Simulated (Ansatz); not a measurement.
**BH₃O₃: two torsions**

Aim: map the energy of BH3O3, SMILES OB(O)O over two coordinates, and find its wells, ridges and stiffness.

Program: Ansatz 0.2.0. Level of theory: RKS PBE0-D4/def2-TZVP. These are calculated values, not measurements.

### Step 1. Where the work starts

SMILES `OB(O)O`, 7 atoms, charge 0, spin multiplicity 1.

Atoms are counted from 1 here; the program's logs count them from 0.

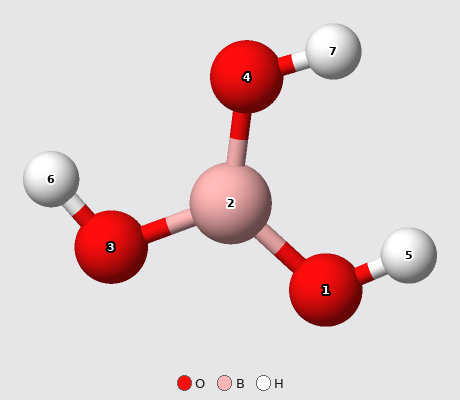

As it starts; oxygen red, boron pink, hydrogen white; atoms are numbered from 1 in the order of the file.

Geometry (Å):

```xyz
7
charge 0, multiplicity 1
O    -1.1189    0.8093    0.3265
B    -0.0125   -0.0069    0.2344
O     0.5020   -0.4711    1.4172
O     0.6079   -0.3866   -0.9463
H    -1.4533    1.1168   -0.5304
H     1.2762   -1.0347    1.2481
H     0.1985   -0.0266   -1.7496
```

This geometry comes from a loose relaxation at PBE in a small basis, which is not shown.

### Step 2. The minimum at this level

Contents of input.yaml:

```yaml
crystal:
  periodic: [false, false, false]
  atoms:
    - { symbol: O, position_ang: [-1.118866, 0.809254, 0.326545] }
    - { symbol: B, position_ang: [-0.012508, -0.006941, 0.234374] }
    - { symbol: O, position_ang: [0.501982, -0.471149, 1.417225] }
    - { symbol: O, position_ang: [0.607927, -0.386638, -0.946288] }
    - { symbol: H, position_ang: [-1.453267, 1.116761, -0.530356] }
    - { symbol: H, position_ang: [1.276193, -1.034687, 1.248106] }
    - { symbol: H, position_ang: [0.19854, -0.026601, -1.749595] }
basis:
  gaussian: { orbitals: def2-TZVP }
hamiltonian:
  xc: pbe0
  dispersion: d4
output:
  forces: true
relax:
  f_tol: 0.003
  max_steps: 120
```

The run is started by

```
ansatz run input.yaml --threads 1 --pin off --max-ram 2560MiB --backend cpu --events-out ev --progress --plain --runs-dir out
```

Standard output, shortened:

```text
Warning: RAYON_NUM_THREADS=1 ignored (pool sized by the plan → 1); use --threads N
[...]
Functional definition: PBE0
[...]
754 factors; their error is unknown
[...]
mean field -6866.06007350 eV, -252.3230537184 hartree, gradient 4.3e-5 eV, S^2 0.000000; 0 other end points of the search recorded, 0 dependent functions left out
[...]
reference -6866.06009869 eV, -252.3230546440 hartree; 16, 16 occupied and 126, 126 virtual orbitals, 754 factors
relax step   1: F+E_penalty+E_count = -6866.12971452 eV  Δ(F+E_penalty+E_count) = +0.000e0 eV  max|allowed force component| = 6.652e-1 eV/Å  Δτ_max = 0.0000 Å  (26 SCF iters, accepted)
[...]
relax step   5: F+E_penalty+E_count = -6866.15200488 eV  Δ(F+E_penalty+E_count) = -5.591e-6 eV  max|allowed force component| = 3.048e-2 eV/Å  Δτ_max = 0.0038 Å  (32 SCF iters, accepted)
[...]
relax step   6: F+E_penalty+E_count = -6866.15203032 eV  Δ(F+E_penalty+E_count) = -2.544e-5 eV  max|allowed force component| = 2.312e-3 eV/Å  Δτ_max = 0.0022 Å  (33 SCF iters, accepted)
754 factors; their error is unknown
[...]
mean field -6866.08231903 eV, -252.3238712267 hartree, gradient 1.8e-5 eV, S^2 0.000000; 1 other end points of the search recorded, 0 dependent functions left out
[...]
reference -6866.08234410 eV, -252.3238721480 hartree; 16, 16 occupied and 126, 126 virtual orbitals, 754 factors
Total energy: -6866.15205539 eV, -252.3264339906 hartree
Atom 0 at    -1.109720     0.802517     0.321858 Å, force    -0.001518     0.000350    -0.000985 eV/Å
Atom 1 at    -0.012316    -0.006840     0.228693 Å, force     0.001219     0.002312    -0.000744 eV/Å
Atom 2 at     0.501231    -0.469222     1.400071 Å, force     0.000288    -0.001412     0.000901 eV/Å
Atom 3 at     0.600745    -0.381138    -0.945350 Å, force    -0.000318    -0.000614    -0.002014 eV/Å
Atom 4 at    -1.457263     1.118692    -0.511523 Å, force     0.000366    -0.000534     0.001366 eV/Å
Atom 5 at     1.266853    -1.028276     1.254587 Å, force    -0.000561     0.000439     0.000020 eV/Å
Atom 6 at     0.210470    -0.035734    -1.748325 Å, force     0.000524    -0.000540     0.001456 eV/Å
Dipole moment:    -0.000329     0.043657    -0.629772 e Å
```

Wall time 31 s (1 thread of Arm Neoverse V1, shared host); peak memory 0.22 GiB.

Relaxation path:

```csv
step,energy from step 1 (eV),largest force component (eV/Å)
1,0.0000,0.6652
2,-0.0187,0.2592
3,-0.0217,0.0533
4,-0.0223,0.0279
5,-0.0223,0.0305
6,-0.0223,0.0023
```

Bond lengths before and after, largest changes first:

```csv
bond,before (Å),after (Å),change (Å)
O4–H7,0.971,0.957,-0.014
O3–H6,0.972,0.959,-0.013
O1–H5,0.970,0.957,-0.013
O1–B2,1.378,1.367,-0.011
B2–O3,1.371,1.360,-0.011
B2–O4,1.387,1.376,-0.010
```

### Step 3. Plan of the scan

- dihedral O1–B2–O4–H7: 12 values from −180 to 150 °, periodic
- dihedral H5–O1–B2–O3: 12 values from −180 to 150 °, periodic

Nothing else is relaxed (all other coordinates rigid). Energies count from the relaxed molecule at the same level.

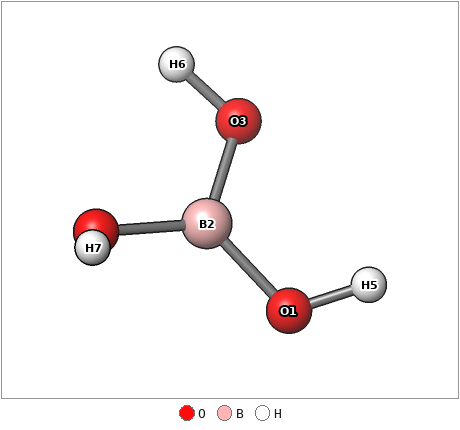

The geometry at dihedral O1–B2–O4–H7 = 60°, dihedral H5–O1–B2–O3 = 30°.

Below, 3 of the grid's runs; all are launched alike.

### Step 4. The run at dihedral O1–B2–O4–H7 = 60°, dihedral H5–O1–B2–O3 = 30°

Contents of input.yaml:

```yaml
crystal:
  periodic: [false, false, false]
  atoms:
    - { symbol: O, position_ang: [-1.10972, 0.802517, 0.321858] }
    - { symbol: B, position_ang: [-0.012316, -0.00684, 0.228693] }
    - { symbol: O, position_ang: [0.814208, 0.211731, -0.829011] }
    - { symbol: O, position_ang: [0.311153, -1.010725, 1.112946] }
    - { symbol: H, position_ang: [-1.457263, 1.118692, -0.511523] }
    - { symbol: H, position_ang: [1.559035, -0.392514, -0.826852] }
    - { symbol: H, position_ang: [-0.335691, -1.710433, 1.204535] }
basis:
  gaussian: { orbitals: def2-TZVP }
hamiltonian:
  xc: pbe0
  dispersion: d4
output:
  forces: true
```

The run is started by

```
ansatz run input.yaml --threads 1 --pin off --max-ram 2560MiB --backend cpu --events-out ev --progress --plain --runs-dir out
```

Standard output, shortened:

```text
Warning: RAYON_NUM_THREADS=1 ignored (pool sized by the plan → 1); use --threads N
[...]
[... 1 set-up line as earlier in the session ...]
[...]
754 factors; their error is unknown
[...]
mean field -6865.88258068 eV, -252.3165309776 hartree, gradient 3.8e-5 eV, S^2 0.000000; 0 other end points of the search recorded, 0 dependent functions left out
[...]
reference -6865.88260623 eV, -252.3165319165 hartree; 16, 16 occupied and 126, 126 virtual orbitals, 754 factors
Total energy: -6865.95224200 eV, -252.3190909840 hartree
Atom 0 at    -1.109720     0.802517     0.321858 Å, force    -0.463031    -0.702917     0.634083 eV/Å
Atom 1 at    -0.012316    -0.006840     0.228693 Å, force    -0.125842     0.072034    -0.512142 eV/Å
Atom 2 at     0.814208     0.211731    -0.829011 Å, force     0.426821     0.181844    -0.256147 eV/Å
Atom 3 at     0.311153    -1.010725     1.112946 Å, force     0.022382     0.021694    -0.038708 eV/Å
Atom 4 at    -1.457263     1.118692    -0.511523 Å, force     0.340138     0.231150    -0.093750 eV/Å
Atom 5 at     1.559035    -0.392514    -0.826852 Å, force     0.006235    -0.054161    -0.033787 eV/Å
Atom 6 at    -0.335691    -1.710433     1.204535 Å, force    -0.206704     0.250356     0.300452 eV/Å
Dipole moment:    -0.101606    -0.333621    -0.247388 e Å
```

Run time: 3.9 s. Hardware: 1 thread of Arm Neoverse V1, shared host; peak memory 0.21 GiB.

Energy on the map's scale: 19 kJ/mol.

### Step 5. Grid point dihedral O1–B2–O4–H7 = 0°, dihedral H5–O1–B2–O3 = 0°

Contents of input.yaml:

```yaml
crystal:
  periodic: [false, false, false]
  atoms:
    - { symbol: O, position_ang: [-1.10972, 0.802517, 0.321858] }
    - { symbol: B, position_ang: [-0.012316, -0.00684, 0.228693] }
    - { symbol: O, position_ang: [0.448075, -0.262112, -1.025312] }
    - { symbol: O, position_ang: [0.649248, -0.573198, 1.294475] }
    - { symbol: H, position_ang: [-1.457263, 1.118692, -0.511523] }
    - { symbol: H, position_ang: [1.217155, -0.834972, -1.010122] }
    - { symbol: H, position_ang: [0.295327, -0.370625, 2.160553] }
basis:
  gaussian: { orbitals: def2-TZVP }
hamiltonian:
  xc: pbe0
  dispersion: d4
output:
  forces: true
```

The run is started by

```
ansatz run input.yaml --threads 1 --pin off --max-ram 2560MiB --backend cpu --events-out ev --progress --plain --runs-dir out
```

Standard output, shortened:

```text
Warning: RAYON_NUM_THREADS=1 ignored (pool sized by the plan → 1); use --threads N
[...]
[... 1 set-up line as earlier in the session ...]
[...]
754 factors; their error is unknown
[...]
mean field -6866.22947042 eV, -252.3292789406 hartree, gradient 5.4e-5 eV, S^2 0.000000; 0 other end points of the search recorded, 0 dependent functions left out
[...]
reference -6866.22949546 eV, -252.3292798607 hartree; 16, 16 occupied and 126, 126 virtual orbitals, 754 factors
Total energy: -6866.29900497 eV, -252.3318342879 hartree
Atom 0 at    -1.109720     0.802517     0.321858 Å, force     0.035966    -0.091399     0.939202 eV/Å
Atom 1 at    -0.012316    -0.006840     0.228693 Å, force    -0.099766     0.083033    -0.174325 eV/Å
Atom 2 at     0.448075    -0.262112    -1.025312 Å, force     0.321278    -0.217500    -0.289281 eV/Å
Atom 3 at     0.649248    -0.573198     1.294475 Å, force    -0.338357     0.270945    -0.264011 eV/Å
Atom 4 at    -1.457263     1.118692    -0.511523 Å, force     0.174162    -0.119065    -0.146726 eV/Å
Atom 5 at     1.217155    -0.834972    -1.010122 Å, force     0.043336    -0.027829    -0.065317 eV/Å
Atom 6 at     0.295327    -0.370625     2.160553 Å, force    -0.136619     0.101814     0.000459 eV/Å
Dipole moment:     0.015117    -0.014291     0.043141 e Å
```

Run time: 4.1 s. Hardware: 1 thread of Arm Neoverse V1, shared host; peak memory 0.21 GiB.

Energy on the map's scale: −14 kJ/mol.

### Step 6. Grid point dihedral O1–B2–O4–H7 = 0°, dihedral H5–O1–B2–O3 = 150°

Contents of input.yaml:

```yaml
crystal:
  periodic: [false, false, false]
  atoms:
    - { symbol: O, position_ang: [-1.10972, 0.802517, 0.321858] }
    - { symbol: B, position_ang: [-0.012316, -0.00684, 0.228693] }
    - { symbol: O, position_ang: [0.859975, 0.032008, 1.271407] }
    - { symbol: O, position_ang: [0.269395, -0.844063, -0.826776] }
    - { symbol: H, position_ang: [-1.457263, 1.118692, -0.511523] }
    - { symbol: H, position_ang: [1.601825, -0.560256, 1.13442] }
    - { symbol: H, position_ang: [-0.367578, -0.84333, -1.541375] }
basis:
  gaussian: { orbitals: def2-TZVP }
hamiltonian:
  xc: pbe0
  dispersion: d4
output:
  forces: true
```

The run is started by

```
ansatz run input.yaml --threads 1 --pin off --max-ram 2560MiB --backend cpu --events-out ev --progress --plain --runs-dir out
```

Standard output, shortened:

```text
Warning: RAYON_NUM_THREADS=1 ignored (pool sized by the plan → 1); use --threads N
[...]
[... 1 set-up line as earlier in the session ...]
[...]
754 factors; their error is unknown
[...]
mean field -6866.02969634 eV, -252.3219373783 hartree, gradient 6.5e-5 eV, S^2 0.000000; 0 other end points of the search recorded, 0 dependent functions left out
[...]
reference -6866.02972167 eV, -252.3219383093 hartree; 16, 16 occupied and 126, 126 virtual orbitals, 754 factors
Total energy: -6866.09942977 eV, -252.3245000345 hartree
Atom 0 at    -1.109720     0.802517     0.321858 Å, force     0.023532     0.221906    -0.026865 eV/Å
Atom 1 at    -0.012316    -0.006840     0.228693 Å, force     0.124062     0.012801    -0.045531 eV/Å
Atom 2 at     0.859975     0.032008     1.271407 Å, force    -0.011664    -0.084081     0.017260 eV/Å
Atom 3 at     0.269395    -0.844063    -0.826776 Å, force     0.087045     0.099350    -0.019121 eV/Å
Atom 4 at    -1.457263     1.118692    -0.511523 Å, force    -0.140770    -0.165816    -0.010221 eV/Å
Atom 5 at     1.601825    -0.560256     1.134420 Å, force    -0.019130    -0.066007     0.036950 eV/Å
Atom 6 at    -0.367578    -0.843330    -1.541375 Å, force    -0.063075    -0.018153     0.047527 eV/Å
Dipole moment:    -0.096442    -0.098497    -0.594281 e Å
```

Wall time 4 s (1 thread of Arm Neoverse V1, shared host); peak memory 0.21 GiB.

On the map this point reads 5 kJ/mol.

### Step 7. The map

125 points were computed, 19 more follow by symmetry. Energies in kJ/mol, from the relaxed molecule at the same level:

```
dihedral H5–O1–B2–O3 (°) ↓, dihedral O1–B2–O4–H7 (°) →  −180  −150  −120  −90  −60  −30    0  30  60  90  120  150
                                                   150    17    22    31   32   22    9    5  14  27  35   30   20
                                                   120    33    38    48   50   37   21   16  26  44  54   49   38
                                                    90    42    46    56   59   46   28   20  30  51  65   61   49
                                                    60    36    37    46   49   38   19   10  19  39  55   54   44
                                                    30    21    22    29   31   20    2   −6   1  19  34   35   27
                                                     0    14    17    23   23   10   −7  −14  −7  10  23   23   17
                                                   −30    21    27    35   34   19    1   −6   2  20  31   29   22
                                                   −60    36    44    54   54   39   19   10  19  38  49   46   37
                                                   −90    42    49    61   65   51   30   20  28  47  59   56   46
                                                  −120    33    38    49   54   44   26   16  21  38  50   48   38
                                                  −150    17    20    30   35   27   14    5   9  22  32   31   22
                                                  −180    10    13    21   25   17    5    0   5  17  25   21   13
```

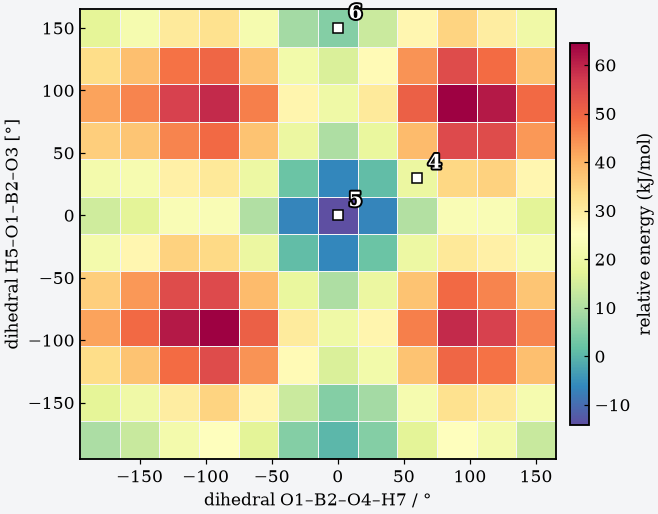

The map; numbers mark the steps of this session that print a point's run. The picture shows one coloured cell a grid point.

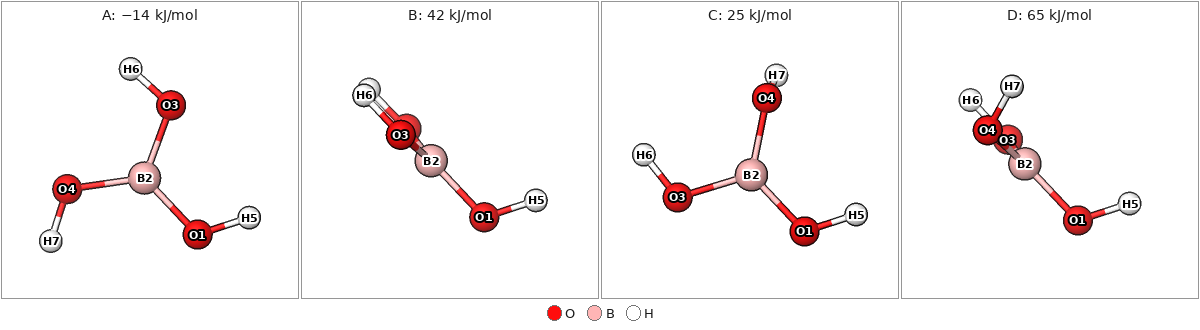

Structures on the grid, at one scale: A at dihedral O1–B2–O4–H7 = 0°, dihedral H5–O1–B2–O3 = 0°; B at dihedral O1–B2–O4–H7 = −180°, dihedral H5–O1–B2–O3 = −90°; C at dihedral O1–B2–O4–H7 = 90°, dihedral H5–O1–B2–O3 = −180°; D at dihedral O1–B2–O4–H7 = 90°, dihedral H5–O1–B2–O3 = 90°.

The largest force on an atom (eV/Å) at each point:

| dihedral H5–O1–B2–O3 (°) ↓, dihedral O1–B2–O4–H7 (°) → | −180 | −150 | −120 | −90 | −60 | −30 | 0 | 30 | 60 | 90 | 120 | 150 |
| --- | --- | --- | --- | --- | --- | --- | --- | --- | --- | --- | --- | --- |
| 150 | 0.95 | 1.01 | 0.96 | 0.67 | 0.41 | 0.24 | 0.22 | 0.38 | 0.48 | 0.70 | 1.04 | 1.06 |
| 120 | 0.92 | 0.96 | 0.88 | 0.55 | 0.40 | 0.32 | 0.36 | 0.42 | 0.52 | 0.66 | 0.97 | 1.03 |
| 90 | 0.93 | 1.00 | 0.89 | 0.64 | 0.50 | 0.62 | 0.69 | 0.66 | 0.61 | 0.76 | 0.88 | 1.00 |
| 60 | 1.08 | 1.12 | 1.08 | 0.96 | 0.91 | 0.97 | 1.04 | 1.06 | 1.01 | 0.93 | 0.93 | 1.04 |
| 30 | 1.21 | 1.21 | 1.16 | 1.06 | 0.99 | 1.01 | 1.05 | 1.06 | 1.05 | 1.05 | 1.09 | 1.16 |
| 0 | 1.17 | 1.14 | 1.05 | 0.95 | 0.91 | 0.93 | 0.94 | 0.93 | 0.91 | 0.95 | 1.05 | 1.14 |
| −30 | 1.21 | 1.16 | 1.09 | 1.05 | 1.05 | 1.06 | 1.05 | 1.01 | 0.99 | 1.06 | 1.16 | 1.21 |
| −60 | 1.08 | 1.04 | 0.93 | 0.93 | 1.01 | 1.06 | 1.04 | 0.97 | 0.91 | 0.96 | 1.08 | 1.12 |
| −90 | 0.93 | 1.00 | 0.88 | 0.76 | 0.61 | 0.66 | 0.69 | 0.62 | 0.50 | 0.64 | 0.89 | 1.00 |
| −120 | 0.92 | 1.03 | 0.97 | 0.65 | 0.51 | 0.42 | 0.36 | 0.32 | 0.40 | 0.55 | 0.88 | 0.96 |
| −150 | 0.95 | 1.06 | 1.04 | 0.70 | 0.48 | 0.38 | 0.23 | 0.24 | 0.41 | 0.67 | 0.96 | 1.01 |
| −180 | 0.98 | 1.05 | 1.03 | 0.73 | 0.45 | 0.26 | 0.00 | 0.26 | 0.45 | 0.73 | 1.03 | 1.05 |

The dipole moment (D) at each point:

```csv
"dihedral H5–O1–B2–O3 (°) ↓, dihedral O1–B2–O4–H7 (°) →",−180,−150,−120,−90,−60,−30,0,30,60,90,120,150
150,2.70,2.52,2.40,2.39,2.53,2.74,2.93,3.06,3.13,3.13,3.04,2.88
120,2.76,2.41,2.08,1.89,1.98,2.29,2.64,2.94,3.15,3.26,3.22,3.04
90,2.80,2.38,1.89,1.45,1.36,1.69,2.18,2.63,2.98,3.21,3.26,3.11
60,2.79,2.39,1.87,1.27,0.82,0.98,1.55,2.12,2.60,2.94,3.09,3.03
30,2.75,2.48,2.06,1.51,0.85,0.36,0.82,1.47,2.05,2.51,2.78,2.86
0,2.74,2.65,2.41,2.00,1.42,0.76,0.23,0.76,1.42,2.00,2.41,2.65
−30,2.75,2.86,2.78,2.51,2.05,1.47,0.82,0.36,0.85,1.51,2.06,2.48
−60,2.79,3.03,3.09,2.94,2.60,2.12,1.55,0.98,0.81,1.27,1.87,2.39
−90,2.80,3.11,3.26,3.21,2.98,2.63,2.18,1.69,1.36,1.45,1.89,2.38
−120,2.76,3.04,3.23,3.26,3.15,2.94,2.64,2.29,1.98,1.89,2.08,2.41
−150,2.70,2.88,3.04,3.13,3.13,3.06,2.93,2.74,2.53,2.39,2.40,2.52
−180,2.67,2.70,2.75,2.84,2.93,3.00,3.03,3.00,2.93,2.84,2.75,2.70
```

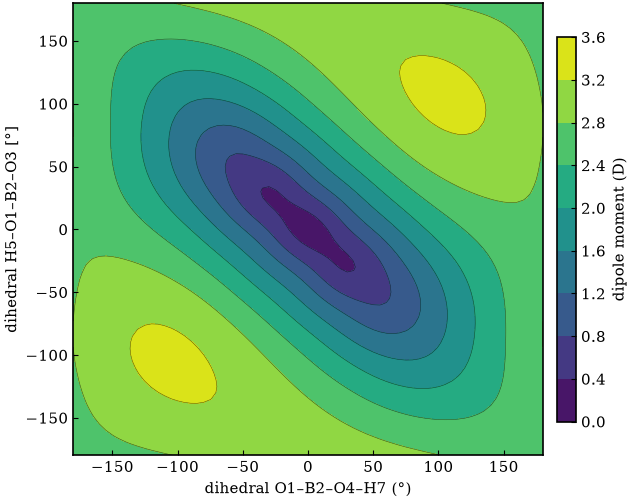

The dipole moment over the grid. In the figure: filled contours. Between grid points the surface is interpolated.

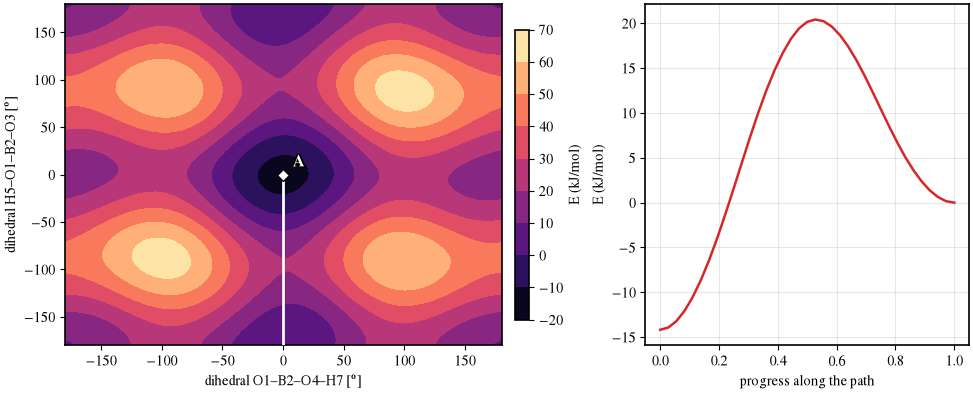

The easiest path on the interpolated surface, from its minimum near A. In the figure: filled contours, a line along the lowest path, the energy along the path at the right.

### Step 8. Results

| quantity | value |
| --- | --- |
| lowest point | dihedral O1–B2–O4–H7 = 0°, dihedral H5–O1–B2–O3 = 0°, −14 kJ/mol |
| highest computed point | dihedral O1–B2–O4–H7 = 90°, dihedral H5–O1–B2–O3 = 90°, 79 kJ/mol above the lowest |
| largest force on an atom (eV/Å) | 0.00 at dihedral O1–B2–O4–H7 = 0°, dihedral H5–O1–B2–O3 = −180° to 1.21 at dihedral O1–B2–O4–H7 = −150°, dihedral H5–O1–B2–O3 = 30°; 0.94 at the lowest point |
| dipole moment (D) | 0.23 at dihedral O1–B2–O4–H7 = 0°, dihedral H5–O1–B2–O3 = 0° to 3.26 at dihedral O1–B2–O4–H7 = −90°, dihedral H5–O1–B2–O3 = −120°; 0.23 at the lowest point |
| time for the whole task | 8.9 min on 1 thread, shared host |

**Reading.** The lowest computed point is at dihedral O1–B2–O4–H7 = 0°, dihedral H5–O1–B2–O3 = 0°, −14 kJ/mol from the relaxed molecule at the same level. Higher local minima lie near dihedral O1–B2–O4–H7 = 0°, dihedral H5–O1–B2–O3 = −180° (14 kJ/mol above the lowest at that grid point); dihedral O1–B2–O4–H7 = −180°, dihedral H5–O1–B2–O3 = −180° (24 kJ/mol above the lowest at that grid point); dihedral O1–B2–O4–H7 = −180°, dihedral H5–O1–B2–O3 = 0° (29 kJ/mol above the lowest at that grid point). The highest computed point, dihedral O1–B2–O4–H7 = 90°, dihedral H5–O1–B2–O3 = 90°, lies 79 kJ/mol above the lowest. On the interpolated surface the easiest way out of the lowest well to the well at dihedral O1–B2–O4–H7 = 0°, dihedral H5–O1–B2–O3 = −180° passes a barrier of about 35 kJ/mol. Round the minimum the two coordinates are nearly uncoupled.
